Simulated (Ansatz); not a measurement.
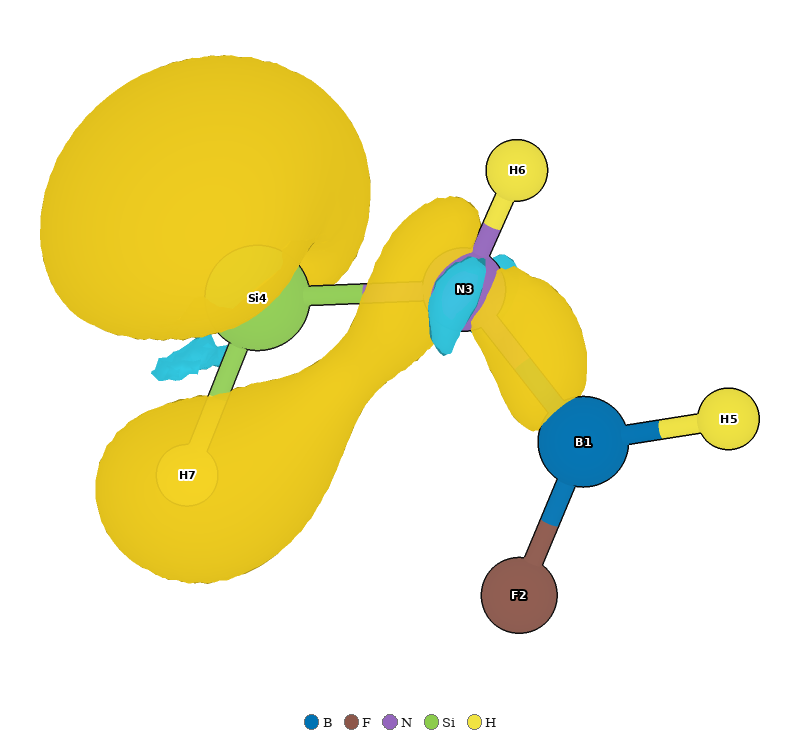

The picture shows: BFH₃NSi (SMILES FB[NH+]=[SiH]) (charge +1, doublet). Isosurfaces of the spin density (α minus β) at +0.02 (yellow) and −0.02 e/Å³ (cyan), seen at a tilt.

Geometry: r2SCAN-D4/def2-SVP.

All numbers below come from Ansatz 0.2.0, isolated molecule in a Gaussian basis; Kohn-Sham density functional theory, functional PBE0.

```xyz
7

B    -1.1893    1.5462    1.1588
F    -1.2919    0.8494    0.0566
N    -0.0748    2.5286    1.2089
Si    1.0426    2.8141   -0.0071
H    -1.9243    1.4335    2.0948
H    -0.0127    3.0639    2.0816
H     0.9043    2.0040   -1.2591
```

Where is the unpaired spin?

The unpaired spin (1 electron) lies mostly on Si4 (about 0.8) and H7 (about 0.1), in electrons by Hirshfeld's partition.
